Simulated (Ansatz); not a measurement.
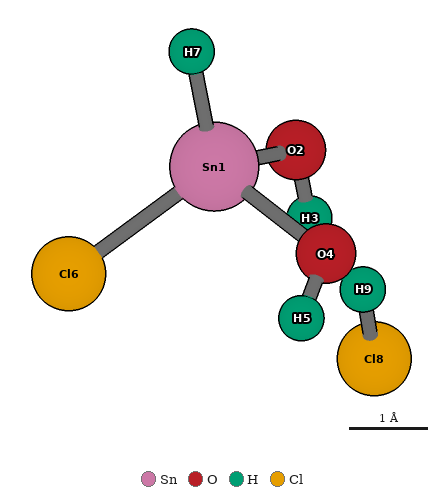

*The structure as given in the input (ball-and-stick view, seen at a tilt; atoms are numbered from 1 in the order of the input). Sticks mark near contacts.*

Bond lengths as drawn: Cl–H 1.38 Å, Cl–Sn 2.33 Å, H–O 0.98 to 1.00 Å, H–Sn 1.70 Å and O–Sn 1.95 to 2.01 Å.

## Geometry relaxation of SnH₄Cl₂O₂

The run: geometry relaxation of SnH₄Cl₂O₂. Method and program: RKS LDA/def2-SVP (Ansatz 0.2.0).

It belongs to a series of runs on one base structure; here: end point A relaxed. Figures and captions count atoms from 1; the log counts them from 0 in places.

## What the program printed
```
The last accepted step is kept in [file] (removed where the run ends without a failure and the disk answers)
Engine: ansatz 0.2.0, x86_64-unknown-linux-gnu
Functional definition: SPW92
  exchange = slater_x
  correlation = pw_c
1199 factors; their error is unknown
mean field evaluation 1: about -34895.2656 eV, gradient 7.8e1 eV
mean field evaluation 2: about -34740.2427 eV, gradient 2.4e2 eV
mean field evaluation 4: about -34904.3481 eV, gradient 3.3e1 eV
mean field evaluation 8: about -34906.5423 eV, gradient 2.4e-1 eV
mean field evaluation 16: about -34906.5077 eV, gradient 2.1e-4 eV
mean field -34906.50770770 eV, -1282.7904977771 hartree, gradient 3.3e-5 eV, S^2 0.000000; 0 other end points of the search recorded, 0 dependent functions left out
the calculation of the forces begins
reference -34906.50774409 eV, -1282.7904991145 hartree; 38, 38 occupied and 72, 72 virtual orbitals, 1199 factors
relax step   1: F+E_penalty+E_count = -34906.50770770 eV  Δ(F+E_penalty+E_count) = +0.000e0 eV  max|allowed force component| = 7.478e-1 eV/Å  Δτ_max = 0.0000 Å  (27 SCF iters, accepted)
these checks for a lower state are left out or cut short: starts, cluster_reference, orbital_swaps, neighbouring_geometries, increment
1199 factors; their error is unknown
mean field -34906.71644750 eV, -1282.7981688233 hartree, gradient 2.3e-5 eV, S^2 0.000000; 0 other end points of the search recorded, 0 dependent functions left out
the calculation of the forces begins
reference -34906.71648407 eV, -1282.7981701675 hartree; 38, 38 occupied and 72, 72 virtual orbitals, 1199 factors
relax step   2: F+E_penalty+E_count = -34906.71644750 eV  Δ(F+E_penalty+E_count) = -2.087e-1 eV  max|allowed force component| = 4.432e-1 eV/Å  Δτ_max = 0.1968 Å  (30 SCF iters, accepted)
these checks for a lower state are left out or cut short: starts, cluster_reference, orbital_swaps, neighbouring_geometries, increment
1199 factors; their error is unknown
mean field evaluation 32: about -34906.7932 eV, gradient 1.1e-5 eV
mean field -34906.79320623 eV, -1282.8009896546 hartree, gradient 1.1e-5 eV, S^2 0.000000; 0 other end points of the search recorded, 0 dependent functions left out
the calculation of the forces begins
reference -34906.79324272 eV, -1282.8009909958 hartree; 38, 38 occupied and 72, 72 virtual orbitals, 1199 factors
relax step   3: F+E_penalty+E_count = -34906.79320623 eV  Δ(F+E_penalty+E_count) = -7.676e-2 eV  max|allowed force component| = 7.025e-1 eV/Å  Δτ_max = 0.1802 Å  (33 SCF iters, accepted)
these checks for a lower state are left out or cut short: starts, cluster_reference, orbital_swaps, neighbouring_geometries, increment
1199 factors; their error is unknown
mean field -34906.72474390 eV, -1282.7984737106 hartree, gradient 1.5e-5 eV, S^2 0.000000; 0 other end points of the search recorded, 0 dependent functions left out
the calculation of the forces begins
reference -34906.72477989 eV, -1282.7984750329 hartree; 38, 38 occupied and 72, 72 virtual orbitals, 1199 factors
relax step   4: F+E_penalty+E_count = -34906.72474390 eV  Δ(F+E_penalty+E_count) = +6.846e-2 eV  max|allowed force component| = 1.398e0 eV/Å  Δτ_max = 0.2000 Å  (33 SCF iters, rejected (line search))
these checks for a lower state are left out or cut short: starts, cluster_reference, orbital_swaps, neighbouring_geometries, increment
1199 factors; their error is unknown
mean field -34906.84718868 eV, -1282.8029734733 hartree, gradient 1.2e-5 eV, S^2 0.000000; 0 other end points of the search recorded, 0 dependent functions left out
the calculation of the forces begins
reference -34906.84722497 eV, -1282.8029748067 hartree; 38, 38 occupied and 72, 72 virtual orbitals, 1199 factors
relax step   5: F+E_penalty+E_count = -34906.84718868 eV  Δ(F+E_penalty+E_count) = -5.398e-2 eV  max|allowed force component| = 1.216e-1 eV/Å  Δτ_max = 0.0977 Å  (30 SCF iters, accepted)
these checks for a lower state are left out or cut short: starts, cluster_reference, orbital_swaps, neighbouring_geometries, increment
1199 factors; their error is unknown
mean field -34906.84719720 eV, -1282.8029737862 hartree, gradient 2.0e-5 eV, S^2 0.000000; 0 other end points of the search recorded, 0 dependent functions left out
the calculation of the forces begins
reference -34906.84723344 eV, -1282.8029751181 hartree; 38, 38 occupied and 72, 72 virtual orbitals, 1199 factors
relax step   6: F+E_penalty+E_count = -34906.84719720 eV  Δ(F+E_penalty+E_count) = -8.515e-6 eV  max|allowed force component| = 1.238e-1 eV/Å  Δτ_max = 0.0748 Å  (28 SCF iters, accepted)
these checks for a lower state are left out or cut short: starts, cluster_reference, orbital_swaps, neighbouring_geometries, increment
1199 factors; their error is unknown
mean field -34906.85134756 eV, -1282.8031263091 hartree, gradient 1.6e-5 eV, S^2 0.000000; 0 other end points of the search recorded, 0 dependent functions left out
the calculation of the forces begins
reference -34906.85138382 eV, -1282.8031276418 hartree; 38, 38 occupied and 72, 72 virtual orbitals, 1199 factors
relax step   7: F+E_penalty+E_count = -34906.85134756 eV  Δ(F+E_penalty+E_count) = -4.150e-3 eV  max|allowed force component| = 4.058e-2 eV/Å  Δτ_max = 0.0313 Å  (29 SCF iters, accepted)
these checks for a lower state are left out or cut short: starts, cluster_reference, orbital_swaps, neighbouring_geometries, increment
1199 factors; their error is unknown
mean field evaluation 64: about -34906.8910 eV, gradient 3.1e-3 eV
mean field -34906.85152029 eV, -1282.8031326569 hartree, gradient 1.5e-5 eV, S^2 0.000000; 0 other end points of the search recorded, 0 dependent functions left out
the calculation of the forces begins
reference -34906.85155655 eV, -1282.8031339895 hartree; 38, 38 occupied and 72, 72 virtual orbitals, 1199 factors
relax step   8: F+E_penalty+E_count = -34906.85152029 eV  Δ(F+E_penalty+E_count) = -1.727e-4 eV  max|allowed force component| = 2.138e-2 eV/Å  Δτ_max = 0.0129 Å  (28 SCF iters, accepted)
```

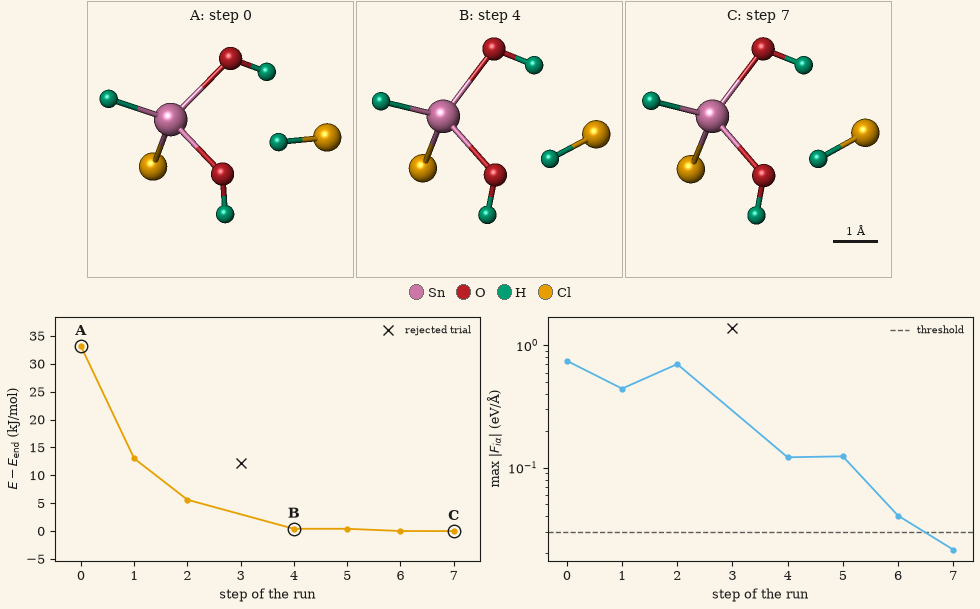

*Frames of the relaxation (ball-and-stick view, seen at a tilt) above the curves, on which the letters mark them (the first geometry is step 0 here and step 1 in the log).*

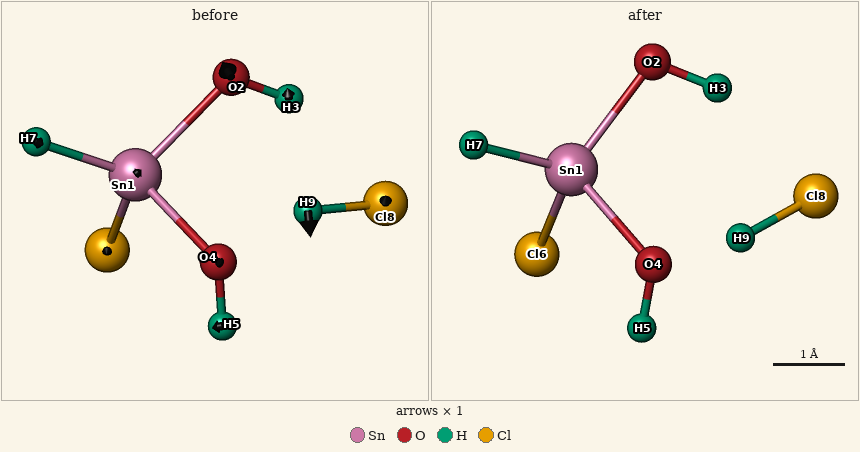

*Before (left) and after (right) the relaxation, at one scale (ball-and-stick view, seen at a tilt). The black arrows give the displacements, at true length.*

The energy falls by 33.2 kJ/mol in 7 geometry steps. Largest force component: 0.75 eV/Å at the start, 0.021 eV/Å at the end. The line search rejected the trial step at point 3 (counted from 0) and went back. The atom that moves furthest after the best rigid fit is H9 (0.39 Å). By element the largest moves are H 0.39 Å, O 0.37 Å, Cl 0.16 Å, Sn 0.12 Å. Among the contacts that change: Cl8–H9 1.376 → 1.435 Å, Sn1–O4 2.008 → 2.045 Å, Sn1–O2 1.950 → 1.938 Å, O2–H3 0.995 → 1.005 Å. Among the angles that change: O2–Sn1–O4 91.5° → 104.2°, Sn1–O2–H3 111.1° → 105.7°, O4–Sn1–Cl6 105.6° → 100.4°. (Atoms are counted from 1 in the order of the input.)

```
1199 factors; their error is unknown
mean field -34906.85152029 eV, -1282.8031326569 hartree, gradient 1.5e-5 eV, S^2 0.000000; 1 other end points of the search recorded, 0 dependent functions left out
the calculation of the forces begins
reference -34906.85155655 eV, -1282.8031339895 hartree; 38, 38 occupied and 72, 72 virtual orbitals, 1199 factors
Total energy: -34906.85155655 eV, -1282.8031339895 hartree
Atom 0 at    -0.430988    -0.396034     0.154965 Å, force    -0.000051    -0.007733    -0.005920 eV/Å
Atom 1 at    -0.914983    -0.022680     1.994039 Å, force     0.001085    -0.009831     0.001671 eV/Å
Atom 2 at    -0.325871     0.739296     2.280567 Å, force    -0.004374     0.021378     0.000765 eV/Å
Atom 3 at     1.567604     0.026113     0.066053 Å, force     0.000343    -0.001439     0.002367 eV/Å
Atom 4 at     1.789191     0.466393    -0.783590 Å, force    -0.005335     0.006637     0.004911 eV/Å
Atom 5 at    -1.248168     1.109468    -1.425047 Å, force    -0.000019    -0.001454    -0.000315 eV/Å
Atom 6 at    -0.710251    -2.014631    -0.296959 Å, force    -0.000163     0.001295     0.000013 eV/Å
Atom 7 at     1.328145     1.993672     2.038893 Å, force    -0.001851     0.000335     0.014139 eV/Å
Atom 8 at     1.637521     1.001004     1.049278 Å, force     0.010366    -0.009188    -0.017632 eV/Å
Dipole moment:     0.105659    -0.505928    -0.641167 e Å
```

## Trajectory as extended XYZ (Å, eV, eV/Å), 8 frames, from step=1 to step=8
```
9
Properties=species:S:1:pos:R:3:forces:R:3 step=1 energy=-34906.50771
Sn   -0.4180   -0.4377    0.0489   -0.0270   0.0706   0.3062
O    -0.5455   -0.0735    1.9607   -0.7374  -0.3878  -0.0410
H    -0.2758    0.8620    2.1665   -0.0086  -0.0656  -0.0157
O     1.5578   -0.0804    0.0573    0.0539   0.0769  -0.0867
H     1.8732    0.5149   -0.6591   -0.0616  -0.0793   0.0981
Cl   -1.3335    1.1491   -1.3892    0.0038  -0.0208   0.0050
H    -0.8403   -2.0388   -0.3399    0.0051   0.0033  -0.0086
Cl    1.3093    2.1145    1.9313    0.0239   0.2108   0.1109
H     1.3649    0.8923    1.3016    0.7478   0.1920  -0.3683
9
Properties=species:S:1:pos:R:3:forces:R:3 step=2 energy=-34906.71645
Sn   -0.4271   -0.4399    0.0691    0.0377   0.1144   0.3005
O    -0.7037   -0.0966    1.9676   -0.1204   0.3271  -0.0024
H    -0.2965    0.7982    2.1914   -0.1376  -0.4432  -0.1040
O     1.5572   -0.0732    0.0546    0.0731   0.1624   0.2255
H     1.8654    0.5036   -0.6771   -0.0888  -0.0467  -0.0247
Cl   -1.3298    1.1390   -1.3859    0.0162  -0.0056  -0.0164
H    -0.8374   -2.0389   -0.3414    0.0294  -0.0127  -0.0280
Cl    1.3204    2.1489    1.9430   -0.0221  -0.2765  -0.0290
H     1.5437    0.9615    1.2570    0.2123   0.1808  -0.3215
9
Properties=species:S:1:pos:R:3:forces:R:3 step=3 energy=-34906.79321
Sn   -0.4214   -0.4141    0.1209   -0.1518   0.0299   0.2555
O    -0.8776   -0.0778    1.9911    0.6012   0.7025   0.0091
H    -0.3131    0.7313    2.2665   -0.5215  -0.6857  -0.2471
O     1.5696   -0.0574    0.0504    0.2508   0.3664   0.2011
H     1.8414    0.4595   -0.7422   -0.1358  -0.1278   0.0618
Cl   -1.2857    1.1443   -1.3812    0.0220  -0.0013  -0.0168
H    -0.7767   -2.0189   -0.3314    0.0196   0.0102  -0.0130
Cl    1.2874    2.1113    1.9609    0.1188  -0.4150  -0.1804
H     1.6683    1.0244    1.1431   -0.2032   0.1207  -0.0701
9
Properties=species:S:1:pos:R:3:forces:R:3 step=4 energy=-34906.72474 accepted=F
Sn   -0.4414   -0.4236    0.2142    0.5654  -0.0342  -0.8712
O    -0.9226   -0.0035    2.0132   -1.1948  -1.2561   0.1391
H    -0.3833    0.7587    2.2593    1.0800   1.3976   0.5538
O     1.5748    0.0761    0.1210   -0.5047  -0.6011  -0.8676
H     1.7033    0.4344   -0.7930    0.1236   0.0094   0.3396
Cl   -1.2085    1.0821   -1.3989   -0.0119  -0.0235   0.0480
H    -0.6677   -2.0127   -0.3843    0.0033   0.0936   0.2166
Cl    1.4089    1.9726    2.0383   -0.2953   0.5118   0.5736
H     1.6288    1.0185    1.0086    0.2342  -0.0974  -0.1320
9
Properties=species:S:1:pos:R:3:forces:R:3 step=5 energy=-34906.84719
Sn   -0.4240   -0.4073    0.1537    0.0310   0.0447  -0.0819
O    -0.8973   -0.0449    1.9947   -0.0910  -0.0883   0.0425
H    -0.3344    0.7341    2.2712    0.0895   0.1215   0.0522
O     1.5762    0.0190    0.0884   -0.0676  -0.0791  -0.1145
H     1.8000    0.4414   -0.7702    0.0215   0.0036   0.0332
Cl   -1.2551    1.1247   -1.3963    0.0250  -0.0259   0.0085
H    -0.7346   -2.0129   -0.3259    0.0285   0.0053   0.0187
Cl    1.3226    2.0312    2.0044   -0.0609   0.0726   0.1216
H     1.6388    1.0173    1.0581    0.0241  -0.0544  -0.0803
9
Properties=species:S:1:pos:R:3:forces:R:3 step=6 energy=-34906.84720
Sn   -0.4432   -0.3808    0.1516    0.0497  -0.0470   0.1040
O    -0.9072   -0.0202    2.0004   -0.0959  -0.0662  -0.0644
H    -0.3262    0.7464    2.2892    0.0230   0.0205  -0.0248
O     1.5561    0.0233    0.0577    0.0981   0.0665  -0.0110
H     1.7929    0.4649   -0.7873   -0.0307  -0.0176   0.0078
Cl   -1.2495    1.1133   -1.4413   -0.0286   0.0195  -0.0058
H    -0.6856   -2.0088   -0.2803   -0.0513  -0.0149  -0.0248
Cl    1.3154    1.9686    2.0446    0.0626   0.1238   0.0588
H     1.6395    0.9959    1.0437   -0.0268  -0.0847  -0.0397
9
Properties=species:S:1:pos:R:3:forces:R:3 step=7 energy=-34906.85135
Sn   -0.4308   -0.3953    0.1560    0.0047  -0.0316  -0.0068
O    -0.9097   -0.0292    1.9981    0.0083   0.0406   0.0015
H    -0.3352    0.7477    2.2776   -0.0106  -0.0317  -0.0011
O     1.5677    0.0232    0.0658    0.0102   0.0174   0.0129
H     1.7916    0.4610   -0.7842   -0.0050   0.0064  -0.0069
Cl   -1.2502    1.1113   -1.4212   -0.0033   0.0063  -0.0022
H    -0.7087   -2.0133   -0.3010   -0.0018   0.0078   0.0067
Cl    1.3276    1.9928    2.0390   -0.0021   0.0143   0.0082
H     1.6398    1.0044    1.0480   -0.0003  -0.0293  -0.0124
9
Properties=species:S:1:pos:R:3:forces:R:3 step=8 energy=-34906.85152
Sn   -0.4310   -0.3960    0.1550   -0.0001  -0.0077  -0.0059
O    -0.9150   -0.0227    1.9940    0.0011  -0.0098   0.0017
H    -0.3259    0.7393    2.2806   -0.0044   0.0214   0.0008
O     1.5676    0.0261    0.0661    0.0003  -0.0014   0.0024
H     1.7892    0.4664   -0.7836   -0.0053   0.0066   0.0049
Cl   -1.2482    1.1095   -1.4250    0.0000  -0.0015  -0.0003
H    -0.7103   -2.0146   -0.2970   -0.0002   0.0013   0.0000
Cl    1.3281    1.9937    2.0389   -0.0019   0.0003   0.0141
H     1.6375    1.0010    1.0493    0.0104  -0.0092  -0.0176
```

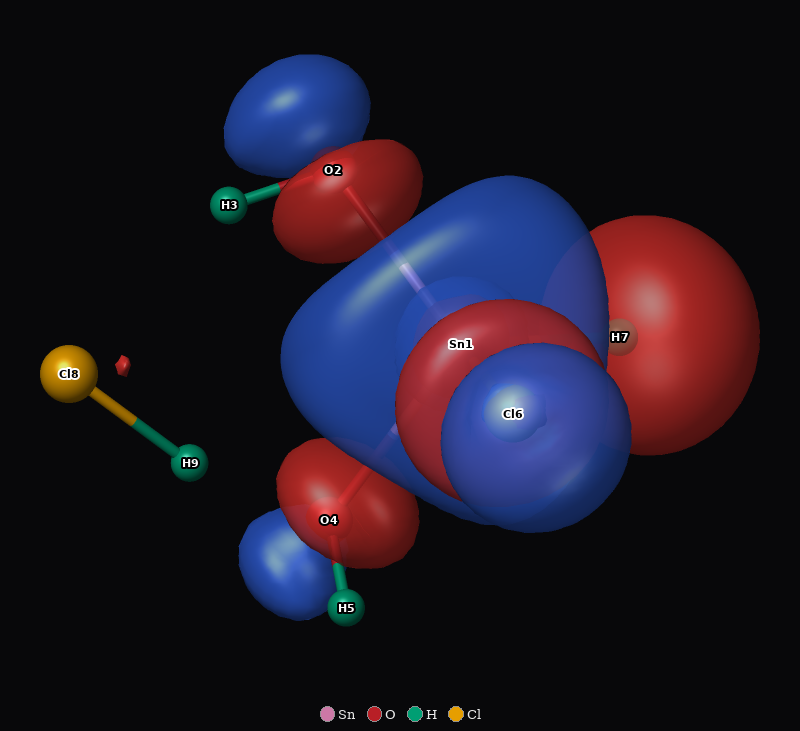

*The LUMO at ±0.1 Å⁻³ᐟ² (red and blue are the two phases), seen face on.*

Its weight (Hirshfeld) is mainly on Sn1 (35 %), Cl6 (20 %), H7 (15 %), O2 (15 %) and O4 (10 %). Its energy is −2.99 eV.

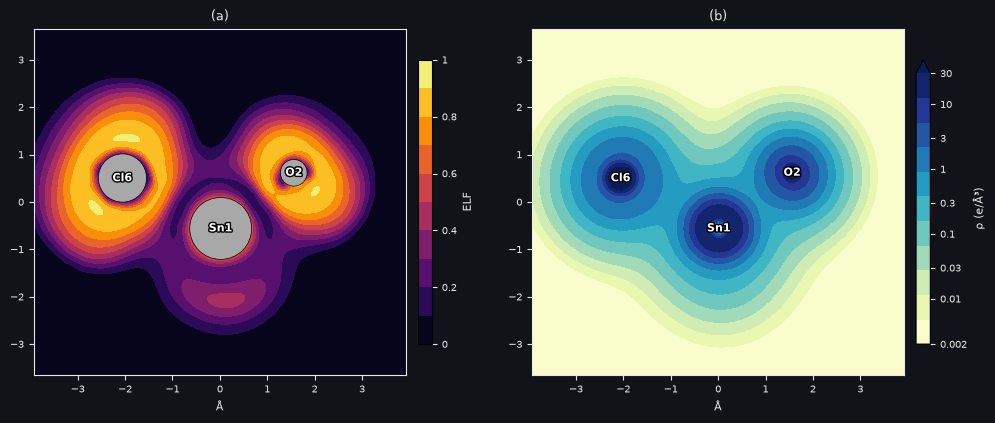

*(a) ELF; (b) total electron density on the plane of atoms O2, Sn1 and Cl6. Grey discs, where drawn, cover atomic cores.*

The section cuts through Sn, O and Cl sites. Sn–O (1.94 Å): ρ is about 0.82 e/Å³ halfway; the ELF peaks at about 0.80 in the valence shell of O, 0.6 Å from its nucleus, and drops to about 0.15 between the two atoms. Sn–Cl (2.33 Å): ρ at the midpoint is about 0.56 e/Å³; the ELF peaks at about 0.80 in the valence shell of Cl, 0.8 Å from its nucleus, and drops to about 0.15 between the two atoms.

This output came from the following input.

## Input
```yaml
crystal:
  periodic: [false, false, false]
  atoms:
    - { symbol: Sn, position_ang: [-0.41799, -0.437655, 0.048887] }
    - { symbol: O, position_ang: [-0.545485, -0.073471, 1.96073] }
    - { symbol: H, position_ang: [-0.275806, 0.862021, 2.166536] }
    - { symbol: O, position_ang: [1.557764, -0.080434, 0.057263] }
    - { symbol: H, position_ang: [1.873244, 0.514943, -0.659128] }
    - { symbol: Cl, position_ang: [-1.33346, 1.149082, -1.389173] }
    - { symbol: H, position_ang: [-0.840283, -2.038763, -0.339854] }
    - { symbol: Cl, position_ang: [1.309301, 2.114532, 1.931332] }
    - { symbol: H, position_ang: [1.364915, 0.892345, 1.301607] }
basis:
  gaussian: { orbitals: def2-SVP }
hamiltonian:
  xc: lda
relax:
  f_tol: 0.03
  max_steps: 50
output:
  orbitals: {}
```

Launched with:
```bash
ansatz run input.yaml --threads 2 --pin off --max-ram 3072MiB --backend cpu --events-out ev --progress --plain --runs-dir out
```

## Summary

| quantity | value |
| --- | --- |
| outcome | converged |
| total energy | −34906.8516 eV |
| mean-field energy | −34906.8516 eV |
| largest force (length of the vector) at the end | 0.022 eV/Å |
| hardware | 2 threads of Intel Xeon (Granite Rapids), 32 GiB of memory available, shared host |
| wall time | 8 s (CPU time 15 s) |
| peak memory | 0.17 GiB |
